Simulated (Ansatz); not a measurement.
```yaml
atoms:
  - { symbol: N, position_ang: [-0.5849, 0.9288, 0.4838] }
  - { symbol: O, position_ang: [-1.2183, -0.9570, -1.2388] }
  - { symbol: S, position_ang: [-0.3462, 2.0083, 1.5921] }
  - { symbol: Si, position_ang: [-0.0182, 0.1766, -1.0132] }
  - { symbol: H, position_ang: [-1.9278, -0.9867, -0.5747] }
```

Geometry: B3LYP/6-31G*.

These are results of isolated molecule in a Gaussian basis; Kohn-Sham density functional theory, functional PBE0 in Ansatz, not measurements.

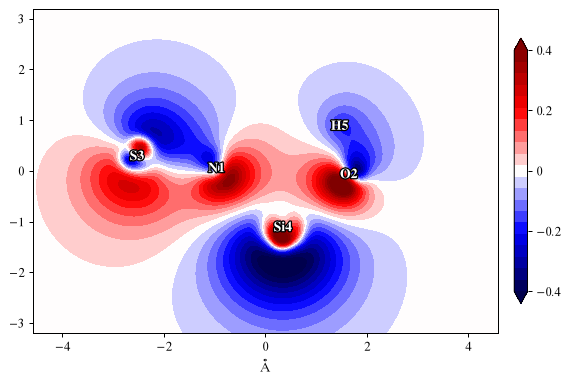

HNOSSi (SMILES O[Si]#[N+][S-]) (triplet). The HOMO (β) on the molecular plane (values in Å⁻³ᐟ²; the overall sign is arbitrary).

Describe this orbital and give its energy.

Answer. It lies mainly on Si4 (about 70 %), S3 (about 15 %), N1 (about 5 %) and O2 (about 5 %); it is symmetric in the molecular plane (an in-plane orbital: σ, lone-pair or in-plane π type). Its energy is −7.56 eV.
